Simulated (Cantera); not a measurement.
Feed: 1 mol Si, 0.85 mol Cl2, 1.9 mol H2, 3.8 mol HCl, at 6.10 bar.

Equilibrium computed with Cantera from the NASA thermochemical tables; the gas is ideal and each condensed phase is pure. Candidate condensed phases: Si; 19 gas species. The tables' values for SiCl3 are old estimates; treat these amounts as uncertain. The numbers say what is thermodynamically allowed, not how fast it happens.

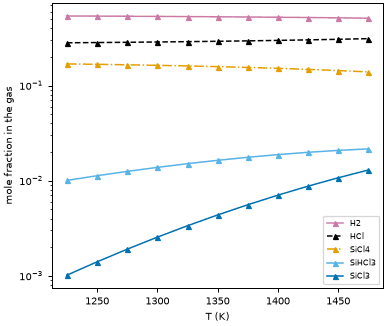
*Equilibrium gas composition (values under 1e-9 drawn at 1e-9)*

Q: Read off the mole fractions at 1250 K.

A: H2 about 0.54, HCl about 0.28, SiCl4 about 0.17, SiHCl3 about 0.011, SiCl3 about 0.0014.
